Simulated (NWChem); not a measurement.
**doublet CS+ at 5 levels**

Aim: a comparison of 5 runs (UHF/STO-3G, UHF/3-21G, UB3LYP/6-31G*, UCR-CCSD(T)/cc-pVTZ) of doublet CS+. 

The results are computed with NWChem 7.3.0.

**1. Starting point**

The species is CS+ (2 atoms), meant as a doublet with charge +1. As SMILES of the parent species, `[C-]#[S+]`. The bond length is the one measured for the parent species. That shape belongs to the parent species and isn't relaxed for this state.

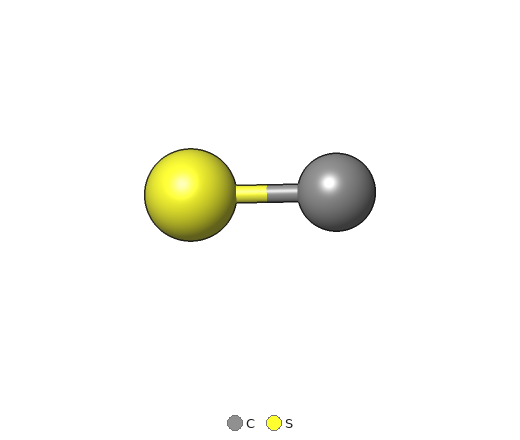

The structure, seen from a chosen angle (carbon grey, sulfur yellow).

**2. A single-point energy at UHF/STO-3G (run 1)**

Contents of mol.nw:

```
start mol
memory 2200 mb
charge 1

geometry units angstroms noautosym nocenter noautoz
  C        0.000000       0.000000       0.000000
  S        0.000000       0.000000       1.534941
end

basis spherical bse
  C library STO-3G
  S library STO-3G
end

scf
  doublet
  uhf
  thresh 1e-08
  maxiter 80
end

task scf
```

Command:

```bash
$ nwchem mol.nw > mol.out
```

The program printed:

```text
[...]
  functions       =    14
[...]
  wavefunction    = UHF
[...]
         Total SCF energy =   -430.225541956749
      One electron energy =   -653.011423891330
      Two electron energy =    189.689485458123
 Nuclear repulsion energy =     33.096396476458
                       Sz =      0.5000
                 Sz(Sz+1) =      0.7500
                      S^2 =      1.7699
[...]
```

Wall time 0.95 s (1 thread of Intel Xeon Platinum 8488C (Sapphire Rapids), shared host); peak memory 0.1 GiB.

**3. The energy at UHF/3-21G (run 2)**

Contents of run.py:

```python
from ase import Atoms
from ase.calculators.nwchem import NWChem

mol = Atoms(['C', 'S'], positions=[
    [0.000000, 0.000000, 0.000000],
    [0.000000, 0.000000, 1.534941],
])

calc = NWChem(
    label='mymol',
    theory='scf',
    memory='2200 mb',
    basis='3-21G',
    basispar='spherical bse',
    charge=1,
    scf={'nopen': '1', 'uhf': None, 'thresh': '1e-08', 'maxiter': '80'},
    task='energy',
)
mol.calc = calc

print("Total energy (eV):", round(mol.get_potential_energy(), 6))
```

Command:

```bash
$ export ASE_NWCHEM_COMMAND="nwchem PREFIX.nwi > PREFIX.nwo"
$ python run.py
```

The program printed:

```text
Total energy (eV): -11775.921324
```

The calculator wrote mymol.nwi:

```
title "mymol"

permanent_dir mymol

scratch_dir mymol

start mymol

geometry units angstrom nocenter noautosym noautoz
  C  0.0000000000000000e+00 0.0000000000000000e+00 0.0000000000000000e+00
  S  0.0000000000000000e+00 0.0000000000000000e+00 1.5349410000000001e+00
end

charge 1

memory 2200 mb

basis spherical bse noprint
   * library 3-21G
end

scf
  nopen 1
  uhf
  thresh 1e-08
  maxiter 80
end

task scf energy
```

mymol.nwo (excerpt; [...] marks lines left out):

```text
[...]
      One electron energy =   -655.200368662878
[... 1 line left out ...]
 Nuclear repulsion energy =     33.096396476458
[... 33 lines left out ...]
          Final beta eigenvalues
[... 184 lines left out ...]
                     UHF Final Beta Molecular Orbital Analysis
[...]
```

It took 2.1 s on 1 thread of Intel Xeon Platinum 8488C (Sapphire Rapids), shared host; peak memory 0.098 GiB.

Runs 3 to 4 aren't shown in full; the table further down has their settings and results.

**4. The energy at UCR-CCSD(T)/cc-pVTZ (run 5)**

Contents of mymol.nw:

```
start mymol
title "carbon monosulfide"
memory 2200 mb
charge 1
geometry units angstroms noautosym nocenter noautoz
  C      0.000000     0.000000     0.000000
  S      0.000000     0.000000     1.534941
end
basis "ao basis" spherical bse
  * library cc-pVTZ
end
scf
  doublet
  uhf
  thresh 1e-08
  maxiter 80
  print low
end
tce
  scf
  cr-ccsd(t)
  freeze core 6
  maxiter 60
end
task tce energy
```

Command:

```bash
$ nwchem mymol.nw > mymol.out
```

The program printed:

```text
[...]
  functions       =    64
[...]
  wavefunction    = UHF
[...]
         Total SCF energy =   -434.989107236482
      One electron energy =   -658.246290528453
      Two electron energy =    190.160786815514
 Nuclear repulsion energy =     33.096396476458
                       Sz =      0.5000
                 Sz(Sz+1) =      0.7500
                      S^2 =      1.6031
[...]
         Wavefunction type : Unrestricted Hartree-Fock
          No. of electrons :    21
[...]
         Spin multiplicity : doublet
[...]
 CCSD total energy / hartree       =      -435.258307312457987
[...]
 CR-CCSD[T] total energy / hartree       =      -435.273216724402914
[...]
 CR-CCSD(T) total energy / hartree       =      -435.271319837141220
[...]
```

It took 64 s on 1 thread of Intel Xeon Platinum 8488C (Sapphire Rapids), shared host; peak memory 0.49 GiB.

**5. The series**

```csv
run,level,iteration cap,module,energy (Eh),HOMO energy (eV),LUMO energy (eV),⟨S²⟩,wall time
1,UHF/STO-3G,80,scf,-430.225542,-21.13,-4.60,1.770,0.95 s
2,UHF/3-21G,80,scf,-432.757130,-22.24,-7.30,1.647,2.1 s
3,UB3LYP/6-31G* (spherical functions),100,dft,-435.785756,-18.00,-14.21,0.797,6 s
4,UB3LYP/6-31G* (Cartesian functions),100,dft,-435.789744,-18.00,-14.22,0.797,7.5 s
5,UCR-CCSD(T)/cc-pVTZ,80,tce,-435.271320,–,–,1.603,64 s
```

**6. Results**

| quantity | value |
| --- | --- |
| run 5: total energy | -435.27132 Eh |
| run 5: correlation energy (6 core orbitals frozen) | -282.2 mEh |
| run 5: ⟨S²⟩ of the reference determinant | 1.603 |

**Reading.** In run 1 the basis is minimal, so the values are rough. Spin contamination of the reference: run 1 ⟨S²⟩ = 1.77, run 2 ⟨S²⟩ = 1.65, run 5 ⟨S²⟩ = 1.60. Where it is this large, the reference is a mixture of spin states, and values that rest on it are in doubt. All runs together took 80 s, the longest 64 s.
